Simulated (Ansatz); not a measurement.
BH4O3Br: several calculations on one system

**1. Relaxation**

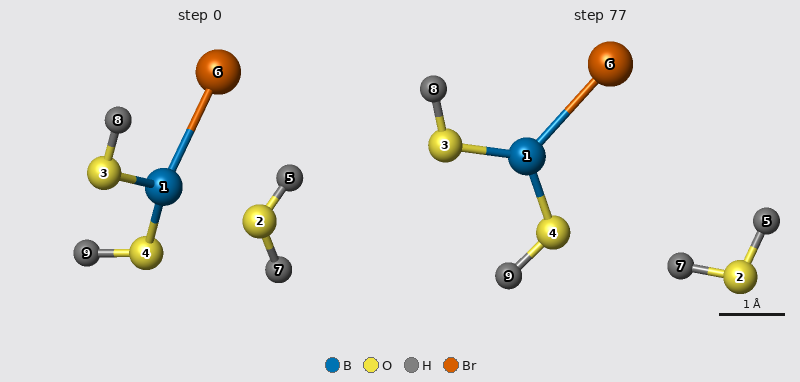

The structure of BH$_{4}$O$_{3}$Br (started from a transition state, displaced along its imaginary mode) before (left) and after (right) a relaxation, at one scale.

A ball-and-stick model, seen at a tilt.

These are results of RKS PBE0-D4/def2-TZVP (Ansatz 0.2.0), not measurements. (force threshold 0.005 eV/Å; at most 200 steps)

What changed between the two?

Answer. The largest move after the best rigid fit is that of O2, 1.67 Å. Largest moves by element: O 1.67 Å, H 1.51 Å, Br 0.97 Å, B 0.76 Å. Among the contacts that change: B1–O2 1.709 → 3.810 Å, H5–Br6 2.302 → 3.442 Å, O2–Br6 2.777 → 3.878 Å, B1–Br6 2.107 → 1.934 Å. Among the angles between lasting bonds that change: O3–B1–Br6 113.1° → 121.6°, B1–O3–H8 109.0° → 114.3°, O3–B1–O4 117.6° → 121.1°. The energy falls by 0.774 eV in 66 accepted moves (77 points after the start). The largest force component goes from 8.2 to 0.0023 eV/Å. The line search rejected the trial steps at points 13, 15, 22, 26, 28, 29, 35, 37 and more of the run. The forces were under the threshold at step 60, but the run went on from there. The run took 2.5 min on 8 threads of Arm Neoverse V1, on a shared host.

**2. Relaxation**

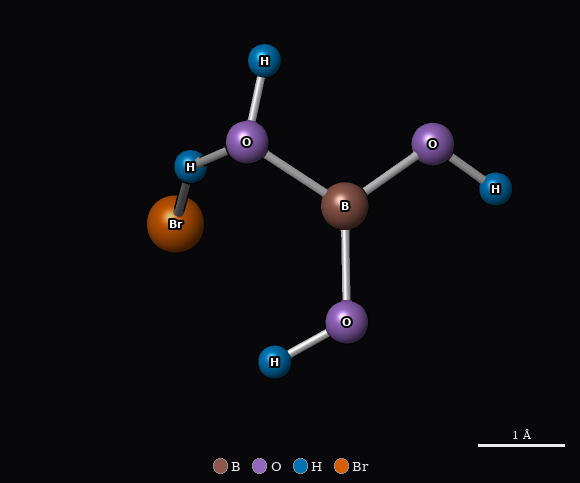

Starting structure of BH$_{4}$O$_{3}$Br (started from a transition state, displaced along its imaginary mode). Style: ball-and-stick. Shown at a tilt.

Theory: RKS PBE0-D4/def2-TZVP (Ansatz 0.2.0).

The input:
```yaml
crystal:
  periodic: [false, false, false]
  atoms:
    - {symbol: B, position_ang: [0.040255, -0.309973, -0.486070]}
    - {symbol: O, position_ang: [0.163558, 1.083905, -0.538369]}
    - {symbol: O, position_ang: [1.094047, -1.109692, -0.145641]}
    - {symbol: O, position_ang: [-1.194827, -0.775808, -0.750081]}
    - {symbol: H, position_ang: [0.129096, 1.279588, 0.726088]}
    - {symbol: Br, position_ang: [-0.058230, 0.798107, 2.287846]}
    - {symbol: H, position_ang: [-0.639852, 1.480524, -0.924332]}
    - {symbol: H, position_ang: [1.766823, -0.728249, 0.435315]}
    - {symbol: H, position_ang: [-1.300870, -1.718403, -0.604657]}
basis:
  gaussian: {orbitals: def2-TZVP}
hamiltonian: {xc: pbe0, dispersion: d4}
relax: {f_tol: 0.005, max_steps: 200}
```

Run as
```bash
ansatz run in.yaml --threads 8 --pin off --events-out ev --progress --plain --max-ram 19148MiB
```

### Where does the relaxation end?

After 18 accepted moves (19 points after the start) the energy has fallen by 15.7 kcal/mol. The largest force component goes from 1.3 to 0.0022 eV/Å. The line search rejected the trial step at point 9 of the run. The largest move after the best rigid fit is that of Br6, 1.67 Å. Largest moves by element: Br 1.67 Å, H 1.20 Å, O 0.86 Å, B 0.34 Å. Among the contacts that change: B1–Br6 2.989 → 3.863 Å, O2–H5 1.280 → 1.842 Å, O2–Br6 2.849 → 3.226 Å, H5–Br6 1.645 → 1.445 Å. Among the angles between lasting bonds that change: O2–B1–O4 114.7° → 118.2°, B1–O3–H8 117.1° → 114.3°, B1–O2–H7 110.3° → 112.9°. Groups turn about B1–O3 by about 30°.

Final geometry:

```xyz
9

B    -0.2672   -0.4605   -0.4962
O    -0.4442    0.8808   -0.2252
O     0.5704   -1.2135    0.2605
O    -0.9539   -1.0032   -1.5397
H     0.5043    1.5735    1.1932
Br    1.4137    1.5859    2.3161
H    -1.0593    1.3056   -0.8278
H     1.0051   -0.7303    0.9718
H    -0.7688   -1.9382   -1.6526
```

The end point in the same view:

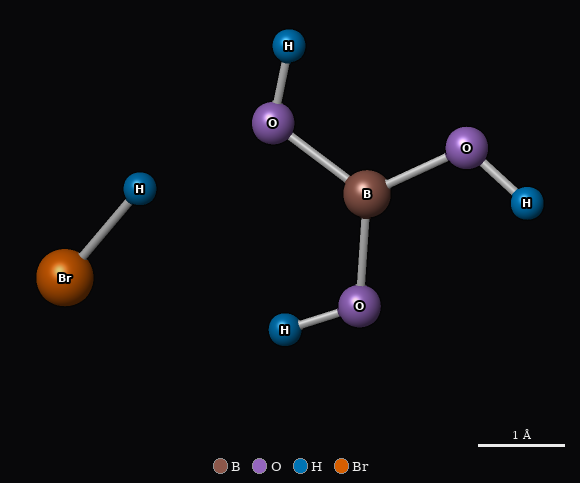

**3. Reaction**

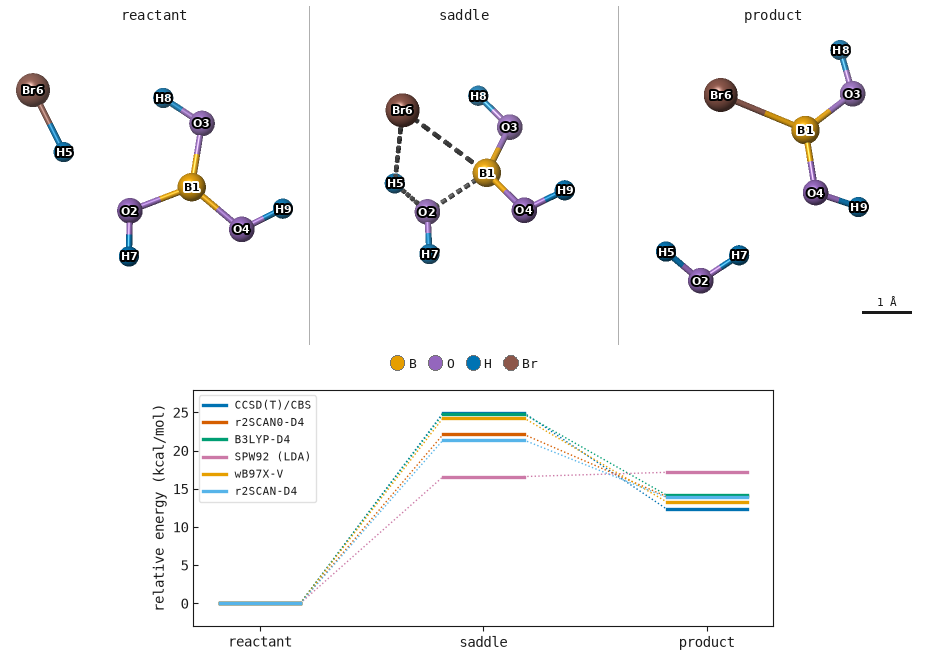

A reaction step of BH₄O₃Br, with its energy diagram. A ball-and-stick model, seen at a tilt. Dashed sticks mark bonds that form or break.

Stationary points at PBE0-D4/def2-TZVP, single-point energies with CCSD(T)/CBS, r2SCAN0-D4, B3LYP-D4, SPW92 (LDA), wB97X-V, r2SCAN-D4 (def2-TZVPP where no basis is named; Ansatz 0.2.0). The energies are electronic, without zero-point or thermal terms, and both ends are the minima reached downhill from the saddle, with any fragments still in contact. CCSD(T)/CBS stands for a frozen-core estimate: MP2 correlation extrapolated from def2-TZVPP and def2-QZVPP, CCSD(T) minus MP2 from the smaller set.

Question: Describe the step and its energetics.

Answer: Counted by bonded pieces, the reactant holds BH₃O₃ + HBr and the product holds BH₂BrO₂ + H₂O. From the reactant over the saddle to the product, bonds form: B1–Br6 (3.86 → 2.55 → 1.93 Å), O2–H5 (1.84 → 1.05 → 0.96 Å). Bonds break: B1–O2 (1.38 → 1.54 → 3.81 Å), H5–Br6 (1.45 → 1.95 → 3.44 Å). The saddle has one imaginary mode, 282i cm⁻¹. With CCSD(T)/CBS the barrier is 25.0 kcal/mol from the reactant and 12.6 kcal/mol from the product, and the product lies 12.4 kcal/mol above the reactant.

```csv
level,barrier from the reactant (kcal/mol),barrier from the product (kcal/mol),the product less the reactant (kcal/mol)
CCSD(T)/CBS,25.0,12.6,12.4
r2SCAN0-D4,22.1,8.1,14.0
B3LYP-D4,24.8,10.6,14.2
SPW92 (LDA),16.6,−0.6,17.2
wB97X-V,24.3,11.0,13.3
r2SCAN-D4,21.4,7.5,13.9
```

Against CCSD(T)/CBS, B3LYP-D4 comes closest on the barrier from the reactant (−0.2 kcal/mol) and SPW92 (LDA) misses most (−8.4 kcal/mol).
